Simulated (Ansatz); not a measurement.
# GeMe4 (C₄H₁₂Ge): structure and electronic state

Aim: characterise GeMe4 (C₄H₁₂Ge) as a singlet: its structure, frontier levels and distribution of charge.

Computed with Ansatz 0.2.0, Gaussian basis. Level: RKS PBE0-D4/def2-TZVP.

Plan: relaxation at PBE-D4/def2-SVP; a single point at PBE0-D4/def2-TZVP.

2 further runs of the same task are left out: 2 set aside as unsound or not needed.

## Step 1: The starting structure

17 atoms, charge 0, spin multiplicity 1.

Atoms are counted from 1 here; the program's logs count them from 0.

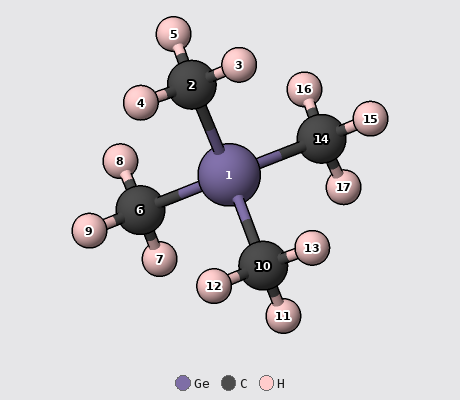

Start geometry, drawn with germanium purple, carbon dark grey, hydrogen pink; atoms are numbered from 1 in the order of the file.

The start is a GFN2-xTB geometry.

## Step 2: Relaxation at PBE-D4/def2-SVP

The input, in.yaml:

```yaml
crystal:
  periodic: [false, false, false]
  atoms:
    - {symbol: Ge, position_ang: [0.001920, -0.000290, -0.000640]}
    - {symbol: C, position_ang: [-0.001490, -0.017950, 1.985830]}
    - {symbol: H, position_ang: [-1.017130, -0.011660, 2.370360]}
    - {symbol: H, position_ang: [0.514110, 0.852140, 2.382090]}
    - {symbol: H, position_ang: [0.496780, -0.905390, 2.365050]}
    - {symbol: C, position_ang: [1.876740, 0.009440, -0.659670]}
    - {symbol: H, position_ang: [1.906090, 0.008520, -1.745080]}
    - {symbol: H, position_ang: [2.414070, -0.866220, -0.307180]}
    - {symbol: H, position_ang: [2.405050, 0.891120, -0.308870]}
    - {symbol: C, position_ang: [-0.939140, 1.625400, -0.650350]}
    - {symbol: H, position_ang: [-0.941070, 1.663020, -1.735640]}
    - {symbol: H, position_ang: [-0.456490, 2.526220, -0.283080]}
    - {symbol: H, position_ang: [-1.970850, 1.634230, -0.311500]}
    - {symbol: C, position_ang: [-0.935160, -1.616760, -0.677010]}
    - {symbol: H, position_ang: [-1.960150, -1.644810, -0.319230]}
    - {symbol: H, position_ang: [-0.436650, -2.521520, -0.342350]}
    - {symbol: H, position_ang: [-0.956610, -1.625510, -1.762740]}
basis:
  gaussian: {orbitals: def2-SVP}
hamiltonian: {xc: pbe, dispersion: d4}
scf: {lower_state_search: "off"}
output: {orbitals: {seedname: orbitals}}
relax: {f_tol: 0.02, max_steps: 100}
```

Started as:

```
$ ansatz run in.yaml --threads 2 --pin off --events-out ev --progress --plain --max-ram 32768MiB --backend cpu
```

The program printed:

```text
Functional definition: PBE
  name "PBE"
  cite "Perdew, Burke & Ernzerhof, Phys. Rev. Lett. 77, 3865 (1996) doi:10.1103/PhysRevLett.77.3865"
  parent pbe
  parameter kappa = 0.804
  parameter beta = 0.06672455060314922
  exchange = pbe_x(kappa = kappa, mu = beta*pi^2/3)
  correlation = pbe_c(beta = beta)
these checks for a lower state are left out or cut short: stability, starts, cluster_reference, orbital_swaps, neighbouring_geometries, increment
1679 factors; their error is unknown
mean field evaluation 1: about -60813.9349 eV, gradient 1.0e2 eV
mean field evaluation 2: about -60787.8139 eV, gradient 1.3e2 eV
mean field evaluation 4: about -60837.5292 eV, gradient 4.9e0 eV
mean field evaluation 8: about -60837.5507 eV, gradient 2.2e-1 eV
mean field evaluation 16: about -60837.4805 eV, gradient 5.9e-5 eV
mean field -60837.48050760 eV, -2235.7361715290 hartree, gradient 1.3e-6 eV, S^2 0.000000; 0 other end points of the search recorded, 0 dependent functions left out
the calculation of the forces begins
reference -60837.48054818 eV, -2235.7361730203 hartree; 34, 34 occupied and 114, 114 virtual orbitals, 1679 factors
relax step   1: F+E_penalty+E_count = -60837.82113971 eV  Δ(F+E_penalty+E_count) = +0.000e0 eV  max|allowed force component| = 8.811e-1 eV/Å  Δτ_max = 0.0000 Å  (17 SCF iters, accepted)
these checks for a lower state are left out or cut short: stability, starts, cluster_reference, orbital_swaps, neighbouring_geometries, increment
1679 factors; their error is unknown
mean field -60837.57886019 eV, -2235.7397859200 hartree, gradient 8.5e-7 eV, S^2 0.000000; 0 other end points of the search recorded, 0 dependent functions left out
the calculation of the forces begins
reference -60837.57890051 eV, -2235.7397874017 hartree; 34, 34 occupied and 114, 114 virtual orbitals, 1679 factors
relax step   2: F+E_penalty+E_count = -60837.92152864 eV  Δ(F+E_penalty+E_count) = -1.004e-1 eV  max|allowed force component| = 2.877e-1 eV/Å  Δτ_max = 0.0238 Å  (19 SCF iters, accepted)
these checks for a lower state are left out or cut short: stability, starts, cluster_reference, orbital_swaps, neighbouring_geometries, increment
1679 factors; their error is unknown
mean field evaluation 32: about -60837.5865 eV, gradient 6.2e-4 eV
mean field -60837.58652363 eV, -2235.7400675463 hartree, gradient 1.4e-6 eV, S^2 0.000000; 0 other end points of the search recorded, 0 dependent functions left out
the calculation of the forces begins
reference -60837.58656387 eV, -2235.7400690249 hartree; 34, 34 occupied and 114, 114 virtual orbitals, 1679 factors
relax step   3: F+E_penalty+E_count = -60837.92961427 eV  Δ(F+E_penalty+E_count) = -8.086e-3 eV  max|allowed force component| = 2.286e-2 eV/Å  Δτ_max = 0.0059 Å  (18 SCF iters, accepted)
these checks for a lower state are left out or cut short: stability, starts, cluster_reference, orbital_swaps, neighbouring_geometries, increment
1679 factors; their error is unknown
mean field -60837.58680596 eV, -2235.7400779217 hartree, gradient 6.7e-7 eV, S^2 0.000000; 0 other end points of the search recorded, 0 dependent functions left out
the calculation of the forces begins
reference -60837.58684621 eV, -2235.7400794009 hartree; 34, 34 occupied and 114, 114 virtual orbitals, 1679 factors
relax step   4: F+E_penalty+E_count = -60837.92967846 eV  Δ(F+E_penalty+E_count) = -6.419e-5 eV  max|allowed force component| = 1.790e-3 eV/Å  Δτ_max = 0.0029 Å  (13 SCF iters, accepted)
Total energy: -60837.92971871 eV, -2235.7526797328 hartree
Atom 0 at     0.000048     0.000009    -0.000023 Å, force     0.000110    -0.000149    -0.000034 eV/Å
Atom 1 at    -0.002485    -0.017069     1.973053 Å, force     0.000083    -0.000107    -0.001790 eV/Å
Atom 2 at    -1.039908    -0.018205     2.363579 Å, force     0.000562    -0.000224    -0.000117 eV/Å
Atom 3 at     0.517433     0.876369     2.373321 Å, force    -0.000461    -0.000372    -0.000143 eV/Å
Atom 4 at     0.513536    -0.919575     2.357729 Å, force    -0.000187     0.000695    -0.000096 eV/Å
Atom 5 at     1.861211     0.008452    -0.655258 Å, force    -0.001627     0.000158     0.000777 eV/Å
Atom 6 at     1.886506     0.014579    -1.763444 Å, force    -0.000029     0.000164     0.000485 eV/Å
Atom 7 at     2.405379    -0.890053    -0.301226 Å, force    -0.000402     0.000493    -0.000375 eV/Å
Atom 8 at     2.400577     0.905930    -0.291419 Å, force    -0.000022    -0.000626    -0.000108 eV/Å
Atom 9 at    -0.931760     1.615271    -0.645001 Å, force     0.000812    -0.001582     0.000442 eV/Å
Atom 10 at    -0.938705     1.647459    -1.753008 Å, force    -0.000299    -0.000012     0.000633 eV/Å
Atom 11 at    -0.429519     2.531533    -0.274903 Å, force    -0.000100    -0.000434    -0.000329 eV/Å
Atom 12 at    -1.982249     1.629073    -0.291375 Å, force     0.000704     0.000219    -0.000112 eV/Å
Atom 13 at    -0.926917    -1.606667    -0.672816 Å, force     0.000539     0.001597     0.000658 eV/Å
Atom 14 at    -1.975213    -1.633391    -0.313469 Å, force     0.000517    -0.000187    -0.000513 eV/Å
Atom 15 at    -0.417677    -2.527616    -0.324560 Å, force    -0.000327     0.000466     0.000004 eV/Å
Atom 16 at    -0.940237    -1.616119    -1.781191 Å, force     0.000125    -0.000098     0.000617 eV/Å
Dipole moment:     0.000003     0.000015    -0.000003 e Å
Checks for a lower state left out: stability, starts, cluster_reference, orbital_swaps, neighbouring_geometries, increment
```

Run time: 8.6 s. Hardware: 2 threads of AMD EPYC 7R13, shared host.

The steps of the relaxation:

```tsv
step	energy from step 1 (eV)	largest force component (eV/Å)
1	0.0000	0.8811
2	-0.1004	0.2877
3	-0.1085	0.0229
4	-0.1085	0.0018
```

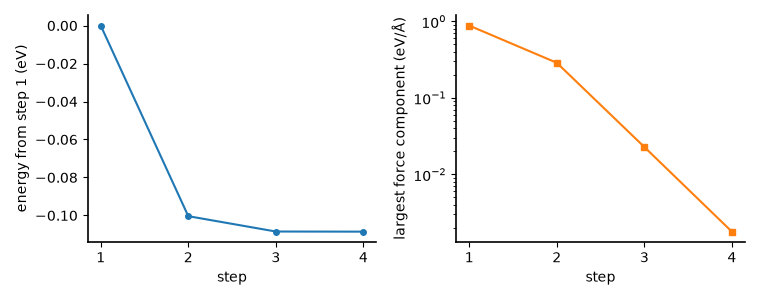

Energy and largest force along the relaxation.

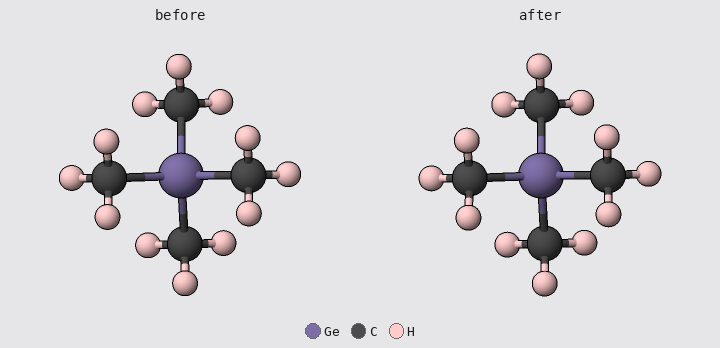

The geometry before (left) and after (right).

Distances of close pairs at the start and the end, largest changes first:

```tsv
bond	before (Å)	after (Å)	change (Å)
C6–H7	1.086	1.108	+0.023
C14–H16	1.086	1.108	+0.023
C10–H11	1.086	1.108	+0.023
C10–H13	1.086	1.108	+0.023
C10–H12	1.086	1.108	+0.023
C14–H17	1.086	1.108	+0.023
C14–H15	1.086	1.108	+0.022
C2–H3	1.086	1.108	+0.022
```

Bonds by kind at the end (by distance):

```tsv
bond	count	shortest (Å)	longest (Å)
C–Ge	4	1.973	1.973
C–H	12	1.108	1.108
```

## Step 3: Single point, PBE0-D4/def2-TZVP

start.molden holds the orbitals of an earlier run on this state, given as this run's starting guess.

The input, in.yaml:

```yaml
crystal:
  periodic: [false, false, false]
  atoms:
    - {symbol: Ge, position_ang: [0.000048, 0.000009, -0.000023]}
    - {symbol: C, position_ang: [-0.002485, -0.017069, 1.973053]}
    - {symbol: H, position_ang: [-1.039908, -0.018205, 2.363579]}
    - {symbol: H, position_ang: [0.517433, 0.876369, 2.373321]}
    - {symbol: H, position_ang: [0.513536, -0.919575, 2.357729]}
    - {symbol: C, position_ang: [1.861211, 0.008452, -0.655258]}
    - {symbol: H, position_ang: [1.886506, 0.014579, -1.763444]}
    - {symbol: H, position_ang: [2.405379, -0.890053, -0.301226]}
    - {symbol: H, position_ang: [2.400577, 0.905930, -0.291419]}
    - {symbol: C, position_ang: [-0.931760, 1.615271, -0.645001]}
    - {symbol: H, position_ang: [-0.938705, 1.647459, -1.753008]}
    - {symbol: H, position_ang: [-0.429519, 2.531533, -0.274903]}
    - {symbol: H, position_ang: [-1.982249, 1.629073, -0.291375]}
    - {symbol: C, position_ang: [-0.926917, -1.606667, -0.672816]}
    - {symbol: H, position_ang: [-1.975213, -1.633391, -0.313469]}
    - {symbol: H, position_ang: [-0.417677, -2.527616, -0.324560]}
    - {symbol: H, position_ang: [-0.940237, -1.616119, -1.781191]}
basis:
  gaussian: {orbitals: def2-TZVP, initial_orbitals: start.molden}
hamiltonian: {xc: pbe0, dispersion: d4}
scf: {omitted_lower_state_checks: [starts]}
output: {orbitals: {seedname: orbitals}}
```

Launched as before.

The program printed:

```text
Functional definition: PBE0
  name "PBE0"
  cite "Adamo & Barone, J. Chem. Phys. 110, 6158 (1999) doi:10.1063/1.478522"
  cite "Perdew, Burke & Ernzerhof, Phys. Rev. Lett. 77, 3865 (1996) doi:10.1103/PhysRevLett.77.3865"
  parent pbe
  parameter a = 0.25
  parameter kappa = 0.804
  parameter beta = 0.06672455060314922
  exchange = (1 - a)*pbe_x(kappa = kappa, mu = beta*pi^2/3) + a*exact_x
  correlation = pbe_c(beta = beta)
these checks for a lower state are left out or cut short: starts
1649 factors; their error is unknown
mean field evaluation 1: about -60849.3007 eV, gradient 1.4e2 eV
mean field evaluation 2: about -60851.8142 eV, gradient 3.3e0 eV
mean field evaluation 4: about -60852.0828 eV, gradient 4.1e-1 eV
mean field evaluation 8: about -60852.0830 eV, gradient 1.1e-5 eV
mean field -60852.08302959 eV, -2236.2728043141 hartree, gradient 1.1e-5 eV, S^2 0.000000; 0 other end points of the search recorded, 0 dependent functions left out
reference -60852.08306687 eV, -2236.2728056843 hartree; 34, 34 occupied and 210, 210 virtual orbitals, 1649 factors
Total energy: -60852.37713402 eV, -2236.2836124527 hartree
Checks for a lower state left out: starts
```

It took 7 s on 2 threads of AMD EPYC 7R13, shared host; peak memory 0.78 GiB.

From the report: HOMO -8.06 eV, LUMO 0.78 eV.

Mulliken charges, from this run's orbitals:

Ge1 0.35; C2 -0.49; H3 0.14; H4 0.14; H5 0.14; C6 -0.49; H7 0.14; H8 0.14; H9 0.14; C10 -0.49; H11 0.14; H12 0.14; H13 0.14; C14 -0.49; H15 0.14; H16 0.14; H17 0.14

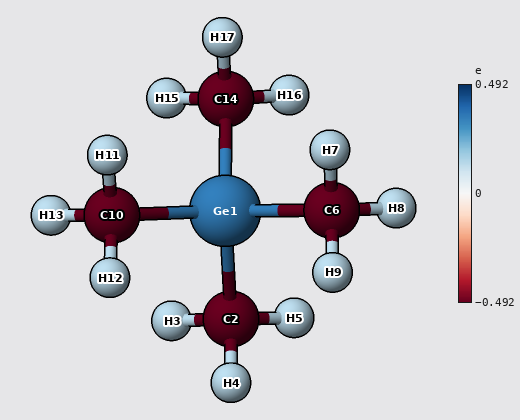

Mulliken charges, from this run's orbitals, as colours on the atoms.

Largest Mayer bond orders: Ge1–C2 0.97; Ge1–C6 0.97; Ge1–C10 0.97; Ge1–C14 0.97; C2–H3 0.96; C2–H4 0.96; C2–H5 0.96; C6–H7 0.96; C6–H8 0.96; C6–H9 0.96.

## Step 4: What came out

| quantity | value |
| --- | --- |
| point group | Td |
| commonest bond, hydrogen aside | C–Ge, 4 of mean length 1.973 Å |
| HOMO, LUMO at PBE0-D4/def2-TZVP | -8.06, 0.78 eV |
| dipole at PBE-D4/def2-SVP | 0.00 D |

**Reading.** The molecule keeps its bonding pattern by the stored test; the atoms moved 0.02 Å (rms). No usable vibrations, so a minimum isn't proven.
